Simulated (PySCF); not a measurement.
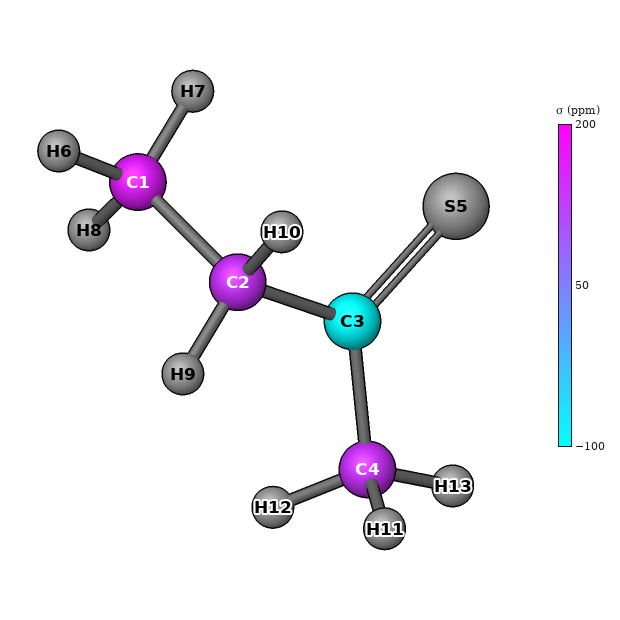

Atoms are coloured by their isotropic NMR shieldings (C only, the others grey). Geometry: a distorted geometry made from a computed GFN2-xTB structure, not a minimum. Level of theory: GIAO PBE0/pcSseg-1 NMR shielding, non-relativistic, gas phase (PySCF 2.14.0).

Give the isotropic NMR shieldings of the C atoms atom by atom.

```json
{"atom": "C1", "σ (ppm)": "165.0"}
{"atom": "C2", "σ (ppm)": "140.0"}
{"atom": "C3", "σ (ppm)": "−96.7"}
{"atom": "C4", "σ (ppm)": "139.4"}
```
